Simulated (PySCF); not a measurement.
Single-point calculation, with input and output: BSiH$_{5}$ (charge +1) (part 1 of 2)

System: BSiH$_{5}$, charge +1, multiplicity 2.
Method: NEVPT2/def2-SVP, ROHF (PySCF 2.14.0).

The geometry is that of the parent species in another charge or spin state. The geometry comes from this level: PBE0-D4/def2-TZVP. Figures and captions count atoms from 1; the log counts them from 0 in places.

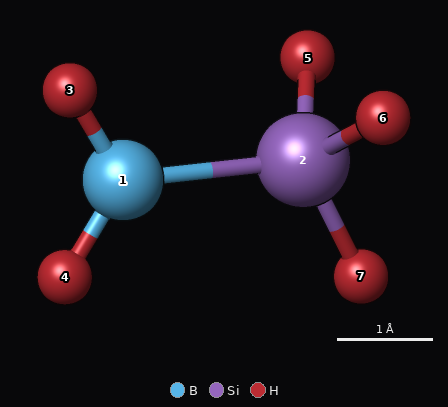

Figure 1. The structure (ball-and-stick view, seen at a tilt; atoms are numbered from 1 in the order of the input). Bond lengths as drawn: B–H 1.19 to 1.20 Å, B–Si 2.01 Å and H–Si 1.49 Å.

## Input file (run.py)
```python
import numpy
from pyscf import gto, scf, mp, mcscf, mrpt

mol = gto.M(
    atom='''
B     -0.043200    -1.189000     0.204300
Si     0.089100     0.785300    -0.148500
H     -1.126000    -1.690600     0.290100
H      0.906400    -1.902500     0.335400
H     -0.616000     1.093400    -1.427200
H     -0.623600     1.516700     0.939600
H      1.474500     1.318800    -0.239500
''',
    charge=1,
    max_memory=1860,
    spin=1,
    basis='def2-svp',
    verbose=4,
)

mf = mol.ROHF()
mf.conv_tol = 1e-10
mf.kernel()
if not mf.converged:
    mf = mf.newton().run(mf.mo_coeff, mf.mo_occ)

pt = mp.MP2(scf.addons.convert_to_uhf(mf)).run()
noons, natorbs = mcscf.addons.make_natural_orbitals(pt)
print('natural occupations', numpy.round(noons[:40], 4))
cas = mcscf.CASSCF(mf, 10, 9)
cas.fix_spin_(ss=0.75)
cas.natorb = True
cas.kernel(natorbs)
e_pt2 = mrpt.NEVPT(cas).kernel()
etot = cas.e_tot + e_pt2
print('E = %.10f Eh' % etot)
```

Hardware: 1 thread of Arm Neoverse V2, 24 GiB of memory available, shared host.

Launch command:
```bash
OMP_NUM_THREADS=1 python run.py
```

## Log
```
PySCF version 2.14.0

[INPUT] num. atoms = 7
[INPUT] num. electrons = 23
[INPUT] charge = 1
[INPUT] spin (= nelec alpha-beta = 2S) = 1
[INPUT] symmetry False subgroup None
[INPUT] Mole.unit = angstrom
[INPUT] Symbol           X                Y                Z      unit          X                Y                Z       unit  Magmom
[INPUT]  1 B     -0.043200000000  -1.189000000000   0.204300000000 AA   -0.081636168581  -2.246884362108   0.386071047249 Bohr   0.0
[INPUT]  2 Si     0.089100000000   0.785300000000  -0.148500000000 AA    0.168374597699   1.484001925621  -0.280624329498 Bohr   0.0
[INPUT]  3 H     -1.126000000000  -1.690600000000   0.290100000000 AA   -2.127831616260  -3.194770986190   0.548209548736 Bohr   0.0
[INPUT]  4 H      0.906400000000  -1.902500000000   0.335400000000 AA    1.712847759306  -3.595203951985   0.633814142179 Bohr   0.0
[INPUT]  5 H     -0.616000000000   1.093400000000  -1.427200000000 AA   -1.164071292732   2.066226544599  -2.697017124979 Bohr   0.0
[INPUT]  6 H     -0.623600000000   1.516700000000   0.939600000000 AA   -1.178433211279   2.866147613128   1.775586666641 Bohr   0.0
[INPUT]  7 H      1.474500000000   1.318800000000  -0.239500000000 AA    2.786401170671   2.492170813076  -0.452589406833 Bohr   0.0

nuclear repulsion = 47.5644489591819
number of shells = 29
number of NR pGTOs = 95
number of NR cGTOs = 57
basis = def2-svp
ecp = {}

******** <class 'pyscf.scf.rohf.ROHF'> ********
method = ROHF
initial guess = minao
damping factor = 0
level_shift factor = 0
DIIS = <class 'pyscf.scf.diis.CDIIS'>
diis_start_cycle = 1
diis_space = 8
diis_damp = 0
SCF conv_tol = 1e-10
SCF conv_tol_grad = None
SCF max_cycles = 50
direct_scf = True
direct_scf_tol = 1e-13
num. doubly occ = 11  num. singly occ = 1
Set gradient conv threshold to 1e-05
init E= -316.025651113002
  HOMO = -0.283153647172615  LUMO = -0.038713077261689  gap/eV = 6.65157
cycle= 1 E= -315.90033460002  delta_E= 0.125  |g|= 0.386  |ddm|= 1.48
  HOMO = -0.641088970635742  LUMO = -0.287342063069469  gap/eV = 9.62594
cycle= 2 E= -315.982817930937  delta_E= -0.0825  |g|= 0.101  |ddm|= 0.483
  HOMO = -0.53391004506777  LUMO = -0.201171207037027  gap/eV = 9.05428
cycle= 3 E= -315.990650330159  delta_E= -0.00783  |g|= 0.035  |ddm|= 0.135
  HOMO = -0.545726850986979  LUMO = -0.204726231278922  gap/eV = 9.27910
cycle= 4 E= -315.991889809653  delta_E= -0.00124  |g|= 0.00804  |ddm|= 0.0517
  HOMO = -0.547360054459599  LUMO = -0.205407479841255  gap/eV = 9.30500
cycle= 5 E= -315.992017225061  delta_E= -0.000127  |g|= 0.002  |ddm|= 0.0189
  HOMO = -0.548225990864195  LUMO = -0.205604781207351  gap/eV = 9.32320
cycle= 6 E= -315.992024100951  delta_E= -6.88e-06  |g|= 0.000371  |ddm|= 0.00447
  HOMO = -0.548239170223696  LUMO = -0.205524958456806  gap/eV = 9.32573
cycle= 7 E= -315.992024320892  delta_E= -2.2e-07  |g|= 7.79e-05  |ddm|= 0.000897
  HOMO = -0.548234975844839  LUMO = -0.20553432606466  gap/eV = 9.32536
cycle= 8 E= -315.992024329417  delta_E= -8.53e-09  |g|= 2.95e-05  |ddm|= 0.000166
  HOMO = -0.548239050614543  LUMO = -0.205532639467027  gap/eV = 9.32552
cycle= 9 E= -315.992024331428  delta_E= -2.01e-09  |g|= 9.14e-06  |ddm|= 8.99e-05
  HOMO = -0.548237956712812  LUMO = -0.20553398870143  gap/eV = 9.32545
cycle= 10 E= -315.992024331622  delta_E= -1.94e-10  |g|= 1.55e-06  |ddm|= 3.1e-05
  HOMO = -0.548238107467565  LUMO = -0.205533882484772  gap/eV = 9.32546
cycle= 11 E= -315.992024331629  delta_E= -6.99e-12  |g|= 3.96e-07  |ddm|= 5.16e-06
  HOMO = -0.548238074404957  LUMO = -0.2055338632395  gap/eV = 9.32546
```

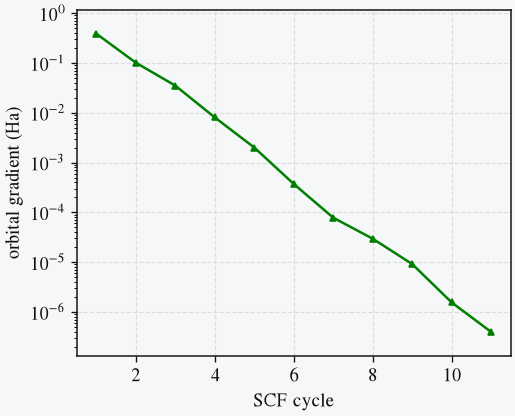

Figure 2. Convergence of the self-consistent field: orbital gradient against the SCF cycle. The residual falls at every step.

```
Extra cycle  E= -315.992024331629  delta_E= 3.41e-13  |g|= 1.84e-07  |ddm|= 6.5e-07
converged SCF energy = -315.992024331629

******** <class 'pyscf.mp.ump2.UMP2'> ********
nocc = (np.int64(12), np.int64(11)), nmo = (57, 57)
E(UMP2) = -316.168798779568  E_corr = -0.176774447939433
E(SCS-UMP2) = -316.184435324458  E_corr = -0.192410992829639
E_corr(same-spin) = -0.0227519361896311
E_corr(oppo-spin) = -0.154022511749802
natural occupations [2.0000e+00 1.9998e+00 1.9998e+00 1.9995e+00 1.9995e+00 1.9995e+00
 1.9784e+00 1.9757e+00 1.9743e+00 1.9713e+00 1.9702e+00 9.9650e-01
 1.4500e-02 1.4100e-02 1.2200e-02 1.0200e-02 8.8000e-03 8.2000e-03
 7.7000e-03 6.5000e-03 6.1000e-03 5.8000e-03 4.9000e-03 4.5000e-03
 3.5000e-03 3.5000e-03 3.3000e-03 3.0000e-03 1.8000e-03 1.8000e-03
 1.6000e-03 1.5000e-03 1.5000e-03 1.3000e-03 1.1000e-03 9.0000e-04
 8.0000e-04 7.0000e-04 6.0000e-04 5.0000e-04]

******** <class 'pyscf.mcscf.mc1step.CASSCF'> ********
CAS (5e+4e, 10o), ncore = 7, nvir = 40
max_cycle_macro = 50
max_cycle_micro = 4
conv_tol = 1e-07
conv_tol_grad = None
orbital rotation max_stepsize = 0.02
orbital rotation threshold for CI restart = 0.01
augmented hessian ah_max_cycle = 30
augmented hessian ah_conv_tol = 1e-12
augmented hessian ah_linear dependence = 1e-14
augmented hessian ah_level shift = 1e-08
augmented hessian ah_start_tol = 2.5
augmented hessian ah_start_cycle = 3
augmented hessian ah_grad_trust_region = 3
kf_trust_region = 3
kf_interval = 4
ci_response_space = 4
ci_grad_trust_region = 3
with_dep4 0
natorb = True
canonicalization = True
sorting_mo_energy = False
ao2mo_level = 2
internal_rotation = False
******** <class 'pyscf.fci.addons.SpinPenaltyFCISolver'> ********
max. cycles = 50
conv_tol = 1e-08
davidson only = True
linear dependence = 1e-12
level shift = 0.001
max iter space = 12
nroots = 1
pspace_size = 400
spin = None
CASCI E = -316.039684072341  S^2 = 0.7500000
Set conv_tol_grad to 0.000316228
macro iter   1 ( 21 JK    4 micro), CASSCF E = -316.049474862570  dE = -9.79079023e-03  S^2 = 0.7500000
               |grad[o]|=0.0458  |grad[c]|=0.016  |ddm|=0.0135  |maxRot[o]|= 0.31
macro iter   2 ( 21 JK    4 micro), CASSCF E = -316.052318237073  dE = -2.84337450e-03  S^2 = 0.7500000
               |grad[o]|=0.0181  |grad[c]|=0.0167  |ddm|=0.00772  |maxRot[o]|=0.221
macro iter   3 ( 20 JK    4 micro), CASSCF E = -316.053681686464  dE = -1.36344939e-03  S^2 = 0.7500000
               |grad[o]|=0.00418  |grad[c]|=0.0159  |ddm|=0.0051  |maxRot[o]|=0.134
macro iter   4 ( 12 JK    3 micro), CASSCF E = -316.055768978486  dE = -2.08729202e-03  S^2 = 0.7500000
               |grad[o]|=0.00666  |grad[c]|=0.00479  |ddm|=0.0134  |maxRot[o]|=0.149
macro iter   5 ( 21 JK    4 micro), CASSCF E = -316.058185951830  dE = -2.41697334e-03  S^2 = 0.7500000
               |grad[o]|=0.00777  |grad[c]|=0.00855  |ddm|=0.00949  |maxRot[o]|= 0.17
macro iter   6 ( 21 JK    4 micro), CASSCF E = -316.060717609541  dE = -2.53165771e-03  S^2 = 0.7500000
               |grad[o]|=0.00687  |grad[c]|=0.0119  |ddm|=0.017  |maxRot[o]|=0.278
macro iter   7 ( 16 JK    4 micro), CASSCF E = -316.062205826986  dE = -1.48821744e-03  S^2 = 0.7500000
               |grad[o]|=0.00677  |grad[c]|=0.0128  |ddm|=0.0214  |maxRot[o]|= 0.19
macro iter   8 ( 15 JK    4 micro), CASSCF E = -316.062483088509  dE = -2.77261523e-04  S^2 = 0.7500000
               |grad[o]|=0.00411  |grad[c]|=0.00401  |ddm|=0.00985  |maxRot[o]|=0.0575
macro iter   9 ( 12 JK    4 micro), CASSCF E = -316.062544615022  dE = -6.15265130e-05  S^2 = 0.7500000
               |grad[o]|=0.00229  |grad[c]|=0.00109  |ddm|=0.00363  |maxRot[o]|=0.0314
macro iter  10 (  9 JK    3 micro), CASSCF E = -316.062548727970  dE = -4.11294826e-06  S^2 = 0.7500000
               |grad[o]|=0.000689  |grad[c]|=0.000195  |ddm|=0.00112  |maxRot[o]|=0.0097
macro iter  11 (  3 JK    1 micro), CASSCF E = -316.062548765922  dE = -3.79519633e-08  S^2 = 0.7500000
               |grad[o]|=8.71e-05  |grad[c]|=8.22e-05  |ddm|=9.44e-05  |maxRot[o]|=0.000693
1-step CASSCF converged in  11 macro (171 JK  39 micro) steps
CASSCF canonicalization
Natural occ [1.98427216 1.97577231 1.97278969 1.96384375 1.00744245 0.02647651
 0.0257593  0.01983084 0.01550843 0.00830457]
Natural orbital (expansion on meta-Lowdin AOs) in CAS space
               #1        #2        #3        #4        #5
0 B 1s           0.01235   0.00029   0.00001   0.00000   0.00250
0 B 2s           0.69121   0.02828  -0.01912  -0.00001   0.19238
0 B 3s          -0.06369   0.00002   0.00683   0.00000  -0.02089
0 B 2px          0.04720  -0.66891   0.31279   0.00046  -0.06226
0 B 2py          0.13639   0.16101   0.18385  -0.02017  -0.66629
0 B 2pz         -0.02423  -0.03123  -0.03173  -0.11280   0.11901
0 B 3px          0.00815  -0.07727   0.02297   0.00007  -0.01242
0 B 3py          0.03639   0.02117   0.02667  -0.00350  -0.09143
0 B 3pz         -0.00648  -0.00407  -0.00468  -0.01954   0.01632
0 B 3dxy        -0.00139  -0.02001   0.00999  -0.00047   0.01759
0 B 3dyz        -0.00852  -0.00025   0.00269   0.01047  -0.02336
0 B 3dz^2       -0.03197  -0.00111  -0.00064  -0.00337  -0.02930
0 B 3dxz         0.00049   0.00359  -0.00173  -0.00240  -0.00322
0 B 3dx2-y2      0.00932   0.00100   0.01546  -0.00193  -0.07598
1 Si 1s          0.00007   0.00017   0.00034   0.00000  -0.00019
1 Si 2s         -0.00533   0.00495   0.01088  -0.00000  -0.00176
1 Si 3s          0.13339  -0.23059  -0.50245  -0.00004   0.08129
1 Si 4s         -0.01864   0.01733   0.03891  -0.00000  -0.02912
1 Si 2px         0.00028   0.00003   0.00008   0.00000  -0.00023
1 Si 2py         0.00043   0.00081   0.00188  -0.00025   0.00136
1 Si 2pz        -0.00008  -0.00015  -0.00034  -0.00140  -0.00024
1 Si 3px        -0.04465   0.20717   0.36362  -0.00208   0.06850
1 Si 3py        -0.21376  -0.03883  -0.04197   0.11707  -0.53507
1 Si 3pz         0.03810   0.00766   0.00861   0.65443   0.09594
1 Si 4px         0.00597  -0.04225  -0.03661   0.00026  -0.00598
1 Si 4py         0.02479   0.00818   0.01081  -0.01427   0.10587
1 Si 4pz        -0.00442  -0.00161  -0.00203  -0.07975  -0.01896
1 Si 3dxy        0.00171  -0.00660   0.02397  -0.01296   0.01239
1 Si 3dyz       -0.00521  -0.00413  -0.00886   0.01084  -0.03114
1 Si 3dz^2      -0.00637  -0.01387  -0.03871  -0.00389  -0.04614
1 Si 3dxz       -0.00032   0.00127  -0.00400  -0.07225  -0.00223
1 Si 3dx2-y2    -0.01718   0.00184   0.01862  -0.00178  -0.08882
2 H 1s           0.47413  -0.36677   0.27086   0.00005  -0.16144
2 H 2s          -0.05662   0.05088  -0.02412  -0.00000   0.01579
2 H 2px          0.02613  -0.01951   0.01203  -0.00000  -0.00576
2 H 2py          0.01350  -0.00726   0.00696   0.00012  -0.01497
2 H 2pz         -0.00232   0.00123  -0.00120   0.00065   0.00266
3 H 1s           0.43843   0.45989  -0.14550  -0.00005  -0.18283
3 H 2s          -0.05171  -0.05960   0.01883   0.00000   0.01854
3 H 2px         -0.02116  -0.02147   0.00623  -0.00000   0.00301
3 H 2py          0.01763   0.01581  -0.00195   0.00011  -0.01519
3 H 2pz         -0.00323  -0.00291   0.00037   0.00063   0.00273
4 H 1s           0.01932  -0.17780  -0.42327  -0.51284  -0.20370
4 H 2s          -0.00559   0.02196   0.03956   0.04113   0.00859
4 H 2px          0.00046  -0.00593  -0.01513  -0.01596  -0.00572
4 H 2py         -0.00009   0.00323   0.00617   0.01060   0.00678
4 H 2pz          0.00007  -0.01123  -0.02276  -0.03306  -0.01479
5 H 1s           0.01932  -0.17779  -0.42338   0.51276  -0.20370
5 H 2s          -0.00560   0.02196   0.03957  -0.04113   0.00859
5 H 2px          0.00046  -0.00599  -0.01527   0.01616  -0.00580
5 H 2py         -0.00011   0.00691   0.01367  -0.02138   0.01148
5 H 2pz         -0.00003   0.00937   0.01913  -0.02723   0.01149
6 H 1s          -0.01693   0.00741   0.11931   0.00003  -0.09705
6 H 2s          -0.00025  -0.00197   0.00373   0.00000  -0.00185
6 H 2px          0.00248  -0.00366  -0.01085   0.00001   0.00577
6 H 2py          0.00175  -0.00211  -0.00431  -0.00090   0.01005
6 H 2pz         -0.00031   0.00037   0.00074  -0.00504  -0.00178
               #6        #7        #8        #9        #10
0 B 1s          -0.00001  -0.00214   0.00144  -0.00462   0.00078
0 B 2s          -0.00120  -0.21664   0.16184  -0.59202   0.10546
0 B 3s           0.00015   0.02895  -0.02176   0.03889  -0.04353
0 B 2px          0.00056   0.27192   0.58612   0.04439  -0.03747
0 B 2py          0.04997   0.09487  -0.07571  -0.25575  -0.32437
0 B 2pz          0.27614  -0.01767   0.01568   0.04596   0.05795
0 B 3px          0.00017   0.04511   0.08443  -0.02303   0.10928
0 B 3py          0.00423   0.02927  -0.01440  -0.07538  -0.15125
0 B 3pz          0.02266  -0.00521   0.00289   0.01342   0.02741
0 B 3dxy         0.00159  -0.02974  -0.03013   0.01934   0.05578
0 B 3dyz        -0.04560   0.01378  -0.00934  -0.01773  -0.05694
0 B 3dz^2        0.01487   0.03590  -0.02549   0.03892  -0.08403
0 B 3dxz         0.00896   0.00508   0.00554  -0.00429  -0.01002
0 B 3dx2-y2      0.00848   0.01130  -0.00572  -0.16370  -0.16354
1 Si 1s          0.00000   0.00059  -0.00032  -0.00014  -0.00016
```
